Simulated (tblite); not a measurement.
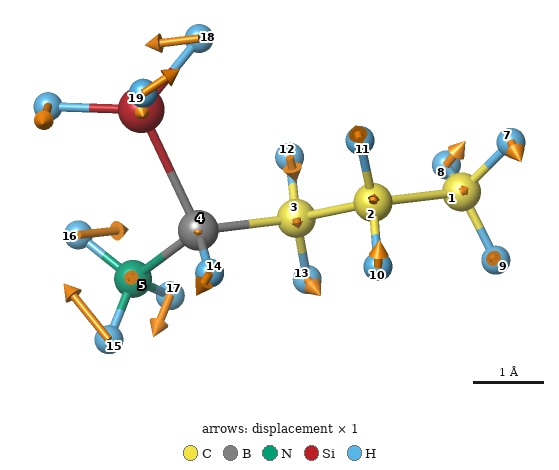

This is a relaxation of C$_{3}$H$_{14}$BNSi. The starting structure is drawn; orange arrows show the displacements, at their true length. The two geometries are superimposed by the best rigid fit.

A ball-and-stick model, seen at a tilt.

The calculation used GFN2-xTB geometry optimisation, gas phase (tblite). 

### Which element moves most?

Hydrogen: up to 1.09 Å, against 0.23 Å for nitrogen.

### Describe the change and its energy.

The largest moves after the best rigid fit, 1.09 Å, are those of H atoms. By element the largest moves are H 1.09 Å, N 0.23 Å, Si 0.23 Å, C 0.15 Å, B 0.08 Å. Some distances before and after: B–N 1.532 → 1.666 Å, B–C 1.593 → 1.634 Å, C–H 1.121 → 1.089 Å, H–N 1.047 → 1.015 Å. Among the angles between lasting bonds that change: B–Si–H 108.7° → 119.8°, H–Si–H 113.4° → 103.9°, N–B–H 112.9° → 104.1°. Groups turn about B–N by about 60°, B–Si by about 45°, C–C by about 35°. Over 187 geometry steps the energy falls by 0.847 eV. The run took 2 s on 1 thread of Arm Neoverse N1, with other jobs on the host.
